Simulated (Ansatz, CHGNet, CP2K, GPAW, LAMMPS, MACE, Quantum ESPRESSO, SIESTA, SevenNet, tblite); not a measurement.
# GPAW on glassy Na2Si4O9 (90 atoms): settings against a plane-wave reference

How do the settings of GPAW change the result for glassy Na2Si4O9 (90 atoms)? A plane-wave run serves as the yardstick.

Program: GPAW 26.7.0. Level of theory: the method is named at each step. Results are calculated unless marked as measured.

## Step 1: The structure

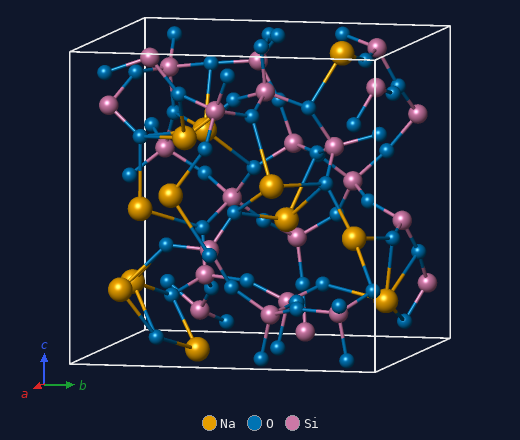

The cell as given, slightly off an axis (sodium orange, oxygen blue, silicon pink). Some periodic images of atoms are drawn too.

The cell holds 90 atoms: 12 Na, 54 O and 24 Si. Cell: a = 10.817 Å, b = 10.817 Å, c = 10.817 Å, α = 90.0°, β = 90.0°, γ = 90.0°. 90 atoms (12 Na, 54 O, 24 Si) placed at random at 2.38 g/cm³, melted at 4500 K for 20 ps at fixed volume with the Morse and Coulomb pair potential with partial charges (Pedone, Malavasi, Menziani, Cormack and Segre, J. Phys. Chem. B 110, 11780 (2006)). Quenched from 4500 K to 300 K at 10 K/ps and fixed volume, held 5 ps.

The yardstick, on the same geometry:

```
method                                           : Kohn-Sham DFT, PBE, PAW, plane waves (Ansatz 0.2.0); cutoff 420 eV, Γ point, fermi-dirac smearing of 0.05 eV; PAW set soft_2
r.m.s. force component                           : 1.292 eV/Å
longest force                                    : 5.169 eV/Å
pressure                                         : 4.954 GPa
gap (highest filled to lowest empty level) : 2.725 eV
SCF cycles                                       : 9
time                                             : 14 s on 4 threads of Arm Neoverse V2, shared host
CPU time                                         : 54 s
```

## Step 2: PBE, LCAO dzp, h 0.18 Å

Method: Kohn-Sham DFT, PBE, PAW, atomic orbitals (dzp).

run.py reads:

```python
import numpy as np
from ase.io import read
from gpaw import GPAW, FermiDirac

atoms = read("structure.xyz")
atoms.calc = GPAW(
    mode="lcao",
    basis="dzp",
    h=0.18,
    xc="PBE",
    kpts={"size": (1, 1, 1), "gamma": True},
    occupations=FermiDirac(0.05),
    maxiter=200,
    symmetry={"point_group": False},
    txt="gpaw.txt",
)
energy = atoms.get_potential_energy(force_consistent=True)
forces = atoms.get_forces()
print(f"energy {energy:.6f} eV")
print("forces (eV/A)")
for i, (a, f) in enumerate(zip(atoms, forces)):
    print(f"{i:4d} {a.symbol:2s} {f[0]:10.5f} {f[1]:10.5f} {f[2]:10.5f}")
print(f"Fermi level {atoms.calc.get_fermi_level():.4f} eV")
for k in range(len(atoms.calc.get_ibz_k_points())):
    for s in range(atoms.calc.get_number_of_spins()):
        e = atoms.calc.get_eigenvalues(kpt=k, spin=s)
        n = np.searchsorted(e, atoms.calc.get_fermi_level())
        print(f"k {k} spin {s} levels about the Fermi level:", np.round(e[max(n - 6, 0):n], 4).tolist(), "|", np.round(e[n:n + 6], 4).tolist())
```

structure.xyz reads:

```xyz
90
Lattice="10.81660 0.00000 0.00000 0.00000 10.81660 0.00000 0.00000 0.00000 10.81660" Properties=species:S:1:pos:R:3 pbc="T T T"
Na 4.42723 9.63110 1.74753
Na 5.85578 8.42862 10.44646
Na 4.99619 3.34774 7.56773
Na 5.75670 1.24239 4.85568
Na 6.00181 6.49537 4.65071
Na 6.06530 3.35196 0.08188
Na 9.41931 1.44229 2.45991
Na 6.86584 9.10422 4.15595
Na 7.05783 1.29583 2.48090
Na 8.97994 6.69407 6.12544
Na 10.37042 3.46174 5.87742
Na 7.37930 3.21642 7.54177
O 6.09321 1.33401 7.39888
O 4.65763 4.77272 2.33671
O 1.53736 7.39033 10.60503
O 2.97381 1.76970 7.90823
O 4.91203 0.88610 9.49319
O 10.55960 5.52555 10.09632
O 3.52589 4.73789 6.13280
O 10.13018 4.78105 3.81177
O 2.33963 1.62541 10.55116
O 1.93855 9.68443 0.76744
O 2.63373 8.57248 4.97964
O 2.23352 4.95519 10.59951
O 9.76220 9.81174 8.43565
O 8.46118 5.87255 8.47329
O 4.60052 7.23328 6.82668
O 0.71411 6.98493 4.27267
O 3.60561 5.64032 8.50931
O 7.80807 5.09354 5.04746
O 7.50780 5.96957 10.79064
O 3.81826 8.75993 9.98794
O 7.34544 10.60676 9.27880
O 10.66895 9.50931 2.24563
O 9.66225 0.95543 9.99432
O 0.95781 0.48015 7.22527
O 2.29463 10.26831 3.23514
O 6.93593 8.11634 6.04021
O 3.87407 2.99652 4.04314
O 4.54362 5.82744 0.02856
O 8.32510 2.45288 0.72471
O 3.99284 3.32686 9.76285
O 1.94061 2.60788 5.70835
O 1.89377 4.67753 4.11756
O 2.07592 6.64301 6.47179
O 8.31797 2.80712 3.92383
O 6.20429 6.90564 1.81762
O 4.74016 9.94835 3.95942
O 8.71904 7.53149 1.87008
O 1.54104 9.35820 8.86723
O 9.24257 3.48338 9.26723
O 10.66117 4.75887 7.55529
O 0.88858 1.02152 1.79880
O 5.00008 2.17976 1.81005
O 9.06442 9.38870 0.17177
O 0.78604 5.79164 1.81394
[... 30 atom lines left out ...]
Si 5.90759 0.16939 8.43176
Si 2.22303 1.25494 6.58580
Si 7.76015 6.35335 1.54212
Si 4.66542 6.21349 1.64932
```

Started as:

```bash
$ OMP_NUM_THREADS=1 python run.py > output.txt
```

Output:

```text
energy -590.368666 eV
forces (eV/A)
   0 Na   -0.89378   -0.48360   -0.23648
   1 Na    0.24101   -0.22202    0.06730
   2 Na   -0.98002    0.11198   -0.10947
   3 Na   -0.62308   -0.03538    0.80404
   4 Na   -0.10904   -0.65332   -0.10533
   5 Na    0.91938    0.14714    0.25410
   6 Na    0.87524   -0.00764    0.14653
   7 Na    0.03794    0.37360   -0.42435
   8 Na   -0.37786    0.62994   -0.99452
   9 Na   -0.15928   -0.01823    0.58048
  10 Na    0.20467   -0.16231   -0.17219
  11 Na    1.38269    0.01905   -0.02533
  12 O     0.99826    2.55523   -2.71833
  13 O    -0.20536   -3.91713    1.48768
  14 O    -1.25192   -0.65553    0.17599
  15 O     2.29586    1.05189    2.75359
  16 O     0.56656   -1.41329    2.84745
  17 O    -0.91701    0.63890    1.05173
  18 O     2.39044   -1.52832   -0.20679
  19 O     0.89025   -0.51737    0.50146
  20 O     0.72676   -1.73970   -1.56626
  21 O     0.86552    0.64524   -0.65265
  22 O     1.39057   -0.19163    0.04319
  23 O    -0.81018   -1.71083    0.28858
[...]
82 Si   -3.11803    0.45369    3.49013
  83 Si    1.91654    0.62724   -2.87618
  84 Si    0.22657    0.08702    0.22576
  85 Si   -4.95419    0.90777   -2.10578
  86 Si    2.72654   -0.43811   -0.51682
  87 Si    0.67384   -1.50245    0.38555
  88 Si   -3.18962   -2.81401   -0.95954
  89 Si    0.90118   -0.61864   -1.55861
Fermi level 3.7196 eV
k 0 spin 0 levels about the Fermi level: [1.7825, 1.86, 1.943, 2.1335, 2.1889, 2.3915] | [4.9892, 6.2668, 6.4057, 6.6108, 6.8472, 7.0427]
```

gpaw.txt:

```text
Input parameters:
  mode=LCAO(),
  basis={'default': 'dzp'},
  h=0.18,
  kpts=MonkhorstPack(size=(1, 1, 1), gamma=True),
  maxiter=200,
  occupations=Occupations(name='fermi-dirac', width=0.05, fixmagmom=False),
  symmetry=Symmetry(point_group=False),
  xc=XC(name='PBE')
Unit cell  # Å
| periodic |         x |         y |         z |   lengths |    angles |
|----------|-----------|-----------|-----------|-----------|-----------|
|      yes | 10.816600 |  0.000000 |  0.000000 | 10.816600 | 90.000000 |
|      yes |  0.000000 | 10.816600 |  0.000000 | 10.816600 | 90.000000 |
|      yes |  0.000000 |  0.000000 | 10.816600 | 10.816600 | 90.000000 |
Number of symmetries: 1
Symmetry operations  # r_c * U_cc + t_c -> r_c
|   | kind |            matrix            |
|---|------|------------------------------|
| 0 |  E   |  1, 0, 0,  0, 1, 0,  0, 0, 1 |
BZ-sampling:
  Number of BZ points: 1
  Number of IBZ points: 1
  Monkhorst-Pack size: [1, 1, 1]
  Monkhorst-Pack shift: [0, 0, 0]
[... lines left out ...]
Reference energy: -352501.612239  # eV
eigensolver:
density mixing:
  MSR1-Mixer
occupation numbers:
  Fermi-Dirac:
    width: 0.0500  # eV
FastPoissonSolver using
    Stencil: 6*3+1=19 point O(h^6) finite-difference Laplacian
xc functional:
  name: PBE with 2 nearest neighbor stencil
interpolation: tri-quintic # 5. degree polynomial
Initialization done in: 9.994 s
convergence criteria:
- Maximum [total energy] change in last 3 cyles: 0.0005 eV / valence electron
- Maximum integral of absolute [dens]ity change: 0.0001 electrons / valence electron
- Maximum integral of absolute [eigenst]ate change: 4e-08 eV^2 / valence electron
maximum number of iterations: 200
SCF iterations
|iter     |      energy | eigst |  dens |
|---------|-------------|-------|-------|
|iter:   1| -646.150158 |      c|       |
|iter:   2| -631.788821 |      c| -0.82 |
|iter:   3| -589.774406 |      c| -0.87 |
|iter:   4| -590.195454 |      c| -1.47 |
|iter:   5| -590.419213 |      c| -1.77 |
|iter:   6| -590.369617c|      c| -2.25 |
|iter:   7| -590.368909c|      c| -3.13 |
|iter:   8| -590.368681c|      c| -3.51 |
|iter:   9| -590.368666c|      c| -4.02c|
Converged in 9 steps
SCF loop duration: 182.014 s (20.224 s/step)
Energy contributions relative to reference atoms: (reference = -352501.612239)
Energy contributions:
  Kinetic:         757.142588
  Coulomb:        -644.627015
  Zero:              7.730623
  External:          0.000000
  Xc:             -710.614861
  Entropy:          -0.000000
  Spinorbit:         0.000000
  ----------------------------
  Free energy:    -590.368666
  Extrapolated:   -590.368666
dipole moment: (8.259087, 12.843157, 28.797373)  # |e|*Ang
Fermi level: 3.720
Eigenvalues  # (at kpt = [0.000, 0.000, 0.000])
| band index |      eig [eV] | occ [0-2] |
|------------|---------------|-----------|
|          0 |       -21.907 |     2.000 |
|        ... |               |           |
|        244 |         1.572 |     2.000 |
|        245 |         1.686 |     2.000 |
[...]
|        259 |         7.447 |     0.000 |
|        ... |               |           |
|        306 |        10.848 |     0.000 |
Gap: 2.598 eV
Transition (v -> c):
  (s=0, k=0, n=251, [0.00, 0.00, 0.00]) -> (s=0, k=0, n=252, [0.00, 0.00, 0.00])
No difference between direct/indirect transitions
Force computation time: 50.854  # s
timing:  # [seconds]
  Total:  242.893  # ━━━━━━━━━━━━━━━━━━━━━━━━━━━━━━━━━━━━━━━━━━━━━━━━━━━━━━━━
  Init:     9.993  # ━━╸
  SCF:    182.014  # ━━━━━━━━━━━━━━━━━━━━━━━━━━━━━━━━━━━━━━━━━━
  Forces:  50.854  # ━━━━━━━━━━━╸
```

Run time: 4.1 min. Hardware: 1 thread of Arm Neoverse V2, shared host; peak memory 1.9 GiB.

Banners, paths, timers and routine set-up lines are dropped from the logs unmarked, and long logs keep their key lines alone; longer cuts are marked.

Compared with the plane-wave run:

```yaml
r_m_s_force_component: 1.55 eV/Å
r_m_s_difference_of_force_components: 353.7 meV/Å
longest_difference_of_force_vectors: 1430 meV/Å
force_difference_over_r_m_s_force: 27.38 %
slope_of_forces_against_the_reference_s: 1.183
correlation_of_force_components: 0.9855
spacing_of_highest_filled_and_lowest_empty_level: 2.598 eV
gap_difference: -0.1272 eV
```

This run lies far from the reference in forces at the same functional. Basis and potentials both differ; the latter hold 504 valence electrons against the reference's 528.

Length of the force difference by element (eV/Å):

```tsv
element	atoms	mean	most
Na	12	0.091	0.14
O	54	0.69	1.4
Si	24	0.27	0.70
```

Levels nearest the highest filled one (eV from it): -0.61, -0.53, -0.45, -0.26, -0.20, 0.00, 2.60, 3.88, 4.01, 4.22, 4.46, 4.65.

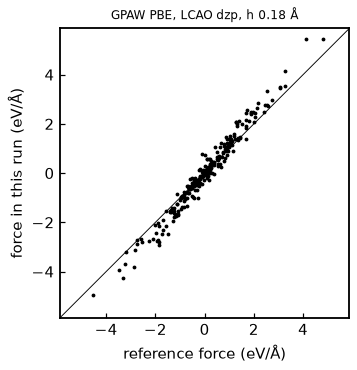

Force components against those of the reference; the line marks equality.

Local excerpt of 14 atoms (numbers count through the whole input) about O54, which bears the longest force; x, y, z are measured from there.

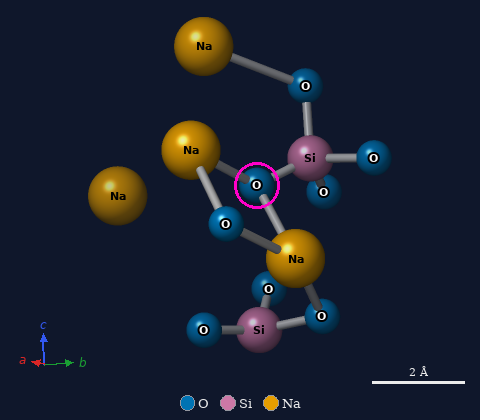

The atoms of the table, within 3.5 Å (arrows a, b, c point along x, y, z); some may hide others; the central atom is ringed.

```tsv
atom	x	y	z	distance (Å)	bonds	Fx	Fy	Fz (eV/Å)
O54	0.00	0.00	0.00	0.00	3	4.17	-4.28	-2.14
Si70	-0.97	0.95	0.62	1.49	4	-2.17	5.43	-0.08
Na9	2.06	-0.88	0.67	2.34	4	-0.38	0.63	-0.99
Na6	1.07	1.17	-1.73	2.34	4	0.92	0.15	0.25
O65	-2.49	0.79	0.00	2.62	2	1.41	2.64	2.45
O39	-1.13	0.82	2.23	2.63	3	1.21	-1.01	2.14
O14	-0.34	2.59	0.53	2.67	2	-0.21	-3.92	1.49
O42	-1.01	1.15	-2.86	3.25	4	1.99	0.25	-0.27
Na4	0.76	-0.94	3.05	3.28	3	-0.62	-0.04	0.80
O17	-0.09	-1.29	-3.13	3.39	2	0.57	-1.41	2.85
Si86	-1.38	-0.42	-3.08	3.40	4	-4.95	0.91	-2.11
Na1	-0.57	-3.37	-0.06	3.41	4	-0.89	-0.48	-0.24
O21	-2.66	-0.55	-2.08	3.42	2	0.73	-1.74	-1.57
O41	3.33	0.27	-1.09	3.51	4	-2.80	0.10	2.44
```

Atoms are counted from 1 here, from 0 in the log.

Forces lie 27 % from the reference's, at 4.5 times its CPU time (on 1 against 4 cores).

The difference per atom is largest on O (0.69 eV/Å on average, against 0.27 on Si).

## Step 3: RPBE, LCAO dzp, h 0.18 Å

Method: Kohn-Sham DFT, RPBE, PAW, atomic orbitals (dzp).

Changes to run.py since step 2:

```diff
@@ -9,3 +9,3 @@
     h=0.18,
-    xc="PBE",
+    xc="RPBE",
     kpts={"size": (1, 1, 1), "gamma": True},
```

structure.xyz is that of step 2.

Output:

```text
energy -561.284961 eV
forces (eV/A)
   0 Na   -0.85892   -0.46031   -0.30484
   1 Na    0.31331   -0.18420    0.14427
   2 Na   -1.00495    0.11803   -0.17725
   3 Na   -0.58583   -0.02114    0.80411
   4 Na   -0.17570   -0.67734   -0.15279
   5 Na    0.96775    0.15793    0.25933
   6 Na    0.94209   -0.03668    0.18601
   7 Na    0.07396    0.38270   -0.45870
   8 Na   -0.41848    0.61926   -0.97975
   9 Na   -0.09442    0.04144    0.59047
  10 Na    0.16859   -0.25884   -0.20117
  11 Na    1.47122    0.00288   -0.09558
[...]
85 Si   -5.02868    0.90017   -2.12139
  86 Si    2.78454   -0.46194   -0.52988
  87 Si    0.66189   -1.51982    0.35694
  88 Si   -3.20441   -2.84831   -0.97603
  89 Si    0.89950   -0.61747   -1.56051
Fermi level 3.9382 eV
k 0 spin 0 levels about the Fermi level: [1.9607, 2.0354, 2.1304, 2.3206, 2.3745, 2.5772] | [5.2802, 6.5667, 6.6942, 6.8649, 7.1362, 7.33]
```

gpaw.txt:

```text
Input parameters:
  mode=LCAO(),
  basis={'default': 'dzp'},
  h=0.18,
  kpts=MonkhorstPack(size=(1, 1, 1), gamma=True),
  maxiter=200,
  occupations=Occupations(name='fermi-dirac', width=0.05, fixmagmom=False),
  symmetry=Symmetry(point_group=False),
  xc=XC(name='RPBE')
[... lines left out ...]
  Fermi-Dirac:
[... lines left out ...]
convergence criteria:
- Maximum [total energy] change in last 3 cyles: 0.0005 eV / valence electron
[... lines left out ...]
Converged in 10 steps
[... lines left out ...]
  Free energy:    -561.284961
[... lines left out ...]
Fermi level: 3.938
[... lines left out ...]
|          0 |       -21.860 |     2.000 |
|        ... |               |           |
|        244 |         1.750 |     2.000 |
|        245 |         1.866 |     2.000 |
[...]
|        259 |         7.727 |     0.000 |
|        ... |               |           |
|        306 |        11.166 |     0.000 |
Gap: 2.703 eV
Transition (v -> c):
  (s=0, k=0, n=251, [0.00, 0.00, 0.00]) -> (s=0, k=0, n=252, [0.00, 0.00, 0.00])
No difference between direct/indirect transitions
Force computation time: 51.287  # s
timing:  # [seconds]
  Total:  267.535  # ━━━━━━━━━━━━━━━━━━━━━━━━━━━━━━━━━━━━━━━━━━━━━━━━━━━━━━━━
  Init:     9.999  # ━━
  SCF:    206.219  # ━━━━━━━━━━━━━━━━━━━━━━━━━━━━━━━━━━━━━━━━━━━
  Forces:  51.287  # ━━━━━━━━━━╸
```

Run time: 4.5 min. Hardware: 1 thread; peak memory 1.9 GiB.

Compared with the plane-wave run:

- r.m.s. force component: 1.598 eV/Å
- r.m.s. difference of force components: 413.4 meV/Å
- longest difference of force vectors: 1667 meV/Å
- force difference over r.m.s. force: 32.01 %
- slope of forces against the reference's: 1.214
- correlation of force components: 0.9814
- gap (highest filled to lowest empty level): 2.703 eV
- gap difference: -0.0219 eV

Against the first run (27 %), the force difference from the reference is 32 %, at 1.1 times the CPU time; the model has changed, so this is no error of the program alone.

The difference per atom is largest on O (0.82 eV/Å on average, against 0.30 on Si).

## Step 4: PBE, LCAO szp(dzp), h 0.18 Å

Method: Kohn-Sham DFT, PBE, PAW, atomic orbitals (szp(dzp)).

Changes to run.py since step 3:

```diff
@@ -7,5 +7,5 @@
     mode="lcao",
-    basis="dzp",
+    basis="szp(dzp)",
     h=0.18,
-    xc="RPBE",
+    xc="PBE",
     kpts={"size": (1, 1, 1), "gamma": True},
```

structure.xyz is that of step 3.

Output:

```text
energy -565.430733 eV
forces (eV/A)
   0 Na   -1.07420   -0.54938   -0.18019
   1 Na    0.34837   -0.32391   -0.01284
   2 Na   -1.17549    0.11236   -0.14617
   3 Na   -0.77566   -0.07467    0.84958
   4 Na   -0.19370   -0.73785   -0.15968
   5 Na    0.90234    0.21022    0.29571
   6 Na    1.03956    0.01081    0.04154
   7 Na    0.12581    0.43189   -0.43456
   8 Na   -0.45225    0.67616   -1.09647
   9 Na   -0.06182   -0.07684    0.59229
  10 Na    0.25605   -0.13869   -0.15799
  11 Na    1.47657    0.10187    0.06022
[...]
85 Si   -5.00312    0.94628   -2.03470
  86 Si    3.05913   -0.13044   -0.76733
  87 Si    0.78384   -1.61376    0.52744
  88 Si   -3.30522   -2.74058   -1.18648
  89 Si    0.46304   -0.24214   -1.08253
Fermi level 3.9409 eV
k 0 spin 0 levels about the Fermi level: [2.0403, 2.1239, 2.258, 2.4743, 2.503, 2.7248] | [5.0989, 6.3794, 6.5491, 6.7356, 6.9979, 7.2042]
```

gpaw.txt:

```text
Input parameters:
  mode=LCAO(),
  basis={'default': 'szp(dzp)'},
  h=0.18,
  kpts=MonkhorstPack(size=(1, 1, 1), gamma=True),
  maxiter=200,
  occupations=Occupations(name='fermi-dirac', width=0.05, fixmagmom=False),
  symmetry=Symmetry(point_group=False),
  xc=XC(name='PBE')
[... lines left out ...]
  Fermi-Dirac:
[... lines left out ...]
convergence criteria:
- Maximum [total energy] change in last 3 cyles: 0.0005 eV / valence electron
[... lines left out ...]
Converged in 9 steps
[... lines left out ...]
  Free energy:    -565.430733
[... lines left out ...]
Fermi level: 3.941
[... lines left out ...]
|          0 |       -22.316 |     2.000 |
|        ... |               |           |
|        244 |         1.816 |     2.000 |
|        245 |         1.949 |     2.000 |
[...]
|        259 |         7.647 |     0.000 |
|        ... |               |           |
|        306 |        11.221 |     0.000 |
Gap: 2.374 eV
Transition (v -> c):
  (s=0, k=0, n=251, [0.00, 0.00, 0.00]) -> (s=0, k=0, n=252, [0.00, 0.00, 0.00])
No difference between direct/indirect transitions
Force computation time: 33.609  # s
timing:  # [seconds]
  Total:  172.213  # ━━━━━━━━━━━━━━━━━━━━━━━━━━━━━━━━━━━━━━━━━━━━━━━━━━━━━━━━
  Init:     8.583  # ━━━
  SCF:    129.991  # ━━━━━━━━━━━━━━━━━━━━━━━━━━━━━━━━━━━━━━━━━━╸
  Forces:  33.609  # ━━━━━━━━━━━
```

Run time: 2.9 min. Hardware: 1 thread; peak memory 1.8 GiB.

Numbers from this run, and their distance from the reference:

```
r.m.s. force component                           : 1.54 eV/Å
r.m.s. difference of force components            : 363.9 meV/Å
longest difference of force vectors              : 1183 meV/Å
force difference over r.m.s. force               : 28.18 %
slope of forces against the reference's          : 1.171
correlation of force components                  : 0.9822
gap (highest filled to lowest empty level) : 2.374 eV
gap difference                                   : -0.3508 eV
```

This is a coarse setting, run to see what it loses.

Against the first run (27 %), the force difference from the reference is 28 %, at 0.71 times the CPU time, with 822 basis functions against 1218.

## Step 5: The ladder

Differences are against the plane-wave reference, forces as r.m.s. over components; share is that over the reference's r.m.s. force, slope the least-squares factor from reference forces to these. Total energies of different programs have different zeros and aren't compared.

```tsv
run	Δ force, r.m.s. (meV/Å)	share (%)	slope	Δ gap (eV)	cores	CPU time	memory (GiB)
reference	-	-	-	-	4	54 s	1.5
GPAW PBE, LCAO dzp, h 0.18 Å	354	27.4	1.183	-0.127	1	4.1 min	1.9
GPAW RPBE, LCAO dzp, h 0.18 Å	413	32.0	1.214	-0.0219	1	4.5 min	1.9
GPAW PBE, LCAO szp(dzp), h 0.18 Å (coarse)	364	28.2	1.171	-0.351	1	2.9 min	1.8
```

Rows marked coarse were listed beforehand as settings not expected to be converged; some can still land near the reference.

CPU time is summed over cores on a shared host, where runs went side by side, so it is rough. Symmetry, cutoffs, thresholds, outputs and thread counts weren't matched or tuned between programs; memory under MPI is the largest rank's times the ranks.

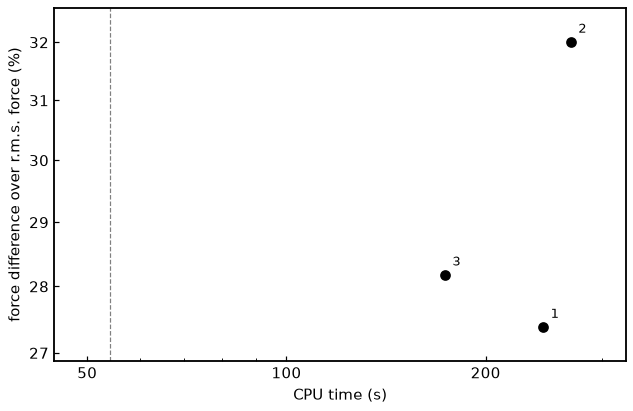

Force difference against CPU time; the dashed line marks the reference's time. Points: 1 GPAW PBE, LCAO dzp, h 0.18 Å; 2 GPAW RPBE, LCAO dzp, h 0.18 Å; 3 GPAW PBE, LCAO szp(dzp), h 0.18 Å.

## Step 6: Results

| Quantity | Value |
| --- | --- |
| nearest in forces | GPAW PBE, LCAO dzp, h 0.18 Å, 27 % |
| its CPU time | 4.1 min |

In words: The PBE run in local orbitals, coarse settings apart, differs by 27 % (GPAW PBE, LCAO dzp, h 0.18 Å); basis, grid and potentials can all enter. Rows with another functional or a dispersion term differ by 32 % (GPAW RPBE, LCAO dzp, h 0.18 Å), which mixes the change of model with differences of basis and potentials. Runs with settings chosen to be coarse differ by 28 % (GPAW PBE, LCAO szp(dzp), h 0.18 Å), their programs' other errors included. None of the electronic-structure runs in the table takes under half the reference's CPU time of 54 s; they take 3.2 to 5.0 times as much. GPAW PBE, LCAO dzp, h 0.18 Å stiffens the forces by a factor of 1.18 while following their directions (correlation 0.985); the slopes of the 3 GPAW runs lie between 1.17 and 1.21; the difference isn't even, but is largest on one element. At the same functional, gaps differ from the reference's 2.72 eV by between -0.35 and -0.13 eV. The potentials hold different valence shells: 528 electrons in the reference, 504 in GPAW; this bears on time and differences. The quench rate of 10 K/ps is many orders above laboratory rates, so the cell is likely richer in defects and strain than a real sample. The network of bonds at the start is that of the classical potential that made the cell, and needn't be the one that DFT or experiment would give. The electronic-structure runs sample only Γ, in a cell whose shortest periodic width is 11 Å.

[Also dropped from logs without a mark: logging warnings of Python, and SIESTA's first energy breakdown and zero terms.]

[Logs are printed without paths, hosts, clocks, repeated set-up lines and the standing remarks that a program may print on its own settings, such as how far it seeks lower states.]

[Hosts, paths, dates, database ids (printed as entryN), source tags and the programs' standing remarks are cut or masked in the printed files.]
